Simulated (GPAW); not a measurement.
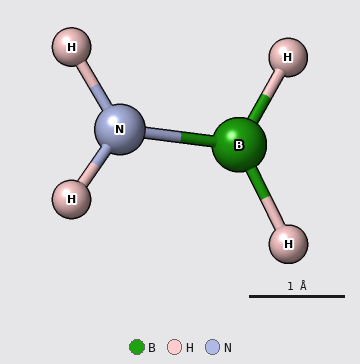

*The input geometry (ball-and-stick view, seen at a tilt).*

Bond lengths as drawn: B–H 1.17 Å, B–N 1.38 Å and H–N 1.01 Å.

Atomisation calculation of BNH$_{4}$

System: BNH$_{4}$ (BH2(NH2)), SMILES [H]B([H])N.
Method: vdW-DF-cx/real-space grid, scalar-relativistic datasets (GPAW 26.7.0).

The geometry comes from this level: GFN2-xTB.

### The input (molecule.py)
```python
import numpy as np
from ase import Atoms
from ase.units import Bohr
from gpaw import GPAW
from gpaw.utilities.adjust_cell import adjust_cell

# Atomic positions
positions_bohr = np.array(
              [[  0.646192,   1.124671,   0.006898],
               [  2.513544,   1.274242,   1.185690],
               [ -0.148532,   2.828580,  -1.160500],
               [ -0.652693,  -1.131417,  -0.007313],
               [ -2.266349,  -1.418391,  -0.973322],
               [ -0.092181,  -2.677666,   0.948567]])
system = Atoms('BHHNHH', positions=positions_bohr * Bohr)
adjust_cell(system, 2.5, h=0.25)

# Calculator
calculator = GPAW(mode='fd',
                  xc={'name': 'vdW-DF-cx', 'backend': 'libvdwxc'},
                  symmetry='off',
                  h=0.25,
                  maxiter=60,
                  txt='molecule.txt')
system.calc = calculator

e = system.get_potential_energy()
e_mol = {'vdW-DF-cx': e}

# Free atoms in the same box, Hund's rule
e_atom = {}
for symbol in sorted(set(system.symbols)):
    atom = Atoms(symbol, cell=system.cell, pbc=system.pbc)
    atom.center()
    atom.calc = GPAW(mode='fd',
                     h=0.25,
                     xc={'name': 'vdW-DF-cx', 'backend': 'libvdwxc'},
                     maxiter=150,
                     symmetry='off',
                     hund=True,
                     txt=f'{symbol}_atom.txt')
    e = atom.get_potential_energy()
    e_atom[symbol] = {'vdW-DF-cx': e}

atomisation = {xc: sum(e_atom[x][xc] for x in system.symbols) - e_mol[xc] for xc in e_mol}
for xc, de in atomisation.items():
    print(f'{xc:32} {de:9.3f} eV')
```

Hardware: 1 thread of Arm Neoverse V1, 112 GiB of memory available, shared host.

Launch command:
```bash
OMP_NUM_THREADS=1 python molecule.py
```

### The program's output
```
vdW-DF-cx                           22.196 eV
```

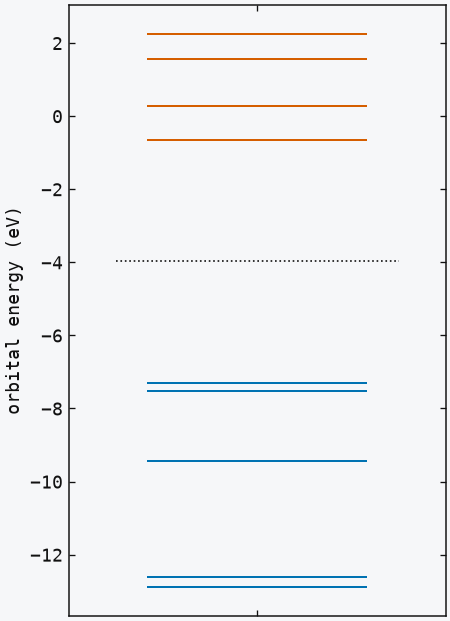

*Orbital energies near the frontier; the dotted line parts filled from empty levels, and levels within 0.02 eV of each other stand side by side.*

Highest filled −7.30 eV, lowest empty −0.65 eV, 6.65 eV apart.

### Summary

- outcome: converged
- energy relative to the program's reference atoms: −26.3247 eV
- atomisation energy: 22.196 eV
- HOMO: −7.30 eV
- LUMO: −0.65 eV
- dipole moment: 2.07 D
- wall time: 28 s
- peak memory: 0.33 GiB

### Remarks

Settings chosen away from the usual ones: h set to 0.25 (from 0.16); vacuum set to 2.5 (from 3.0). On so coarse a grid the energy depends on the position of the molecule, which gives spurious forces.
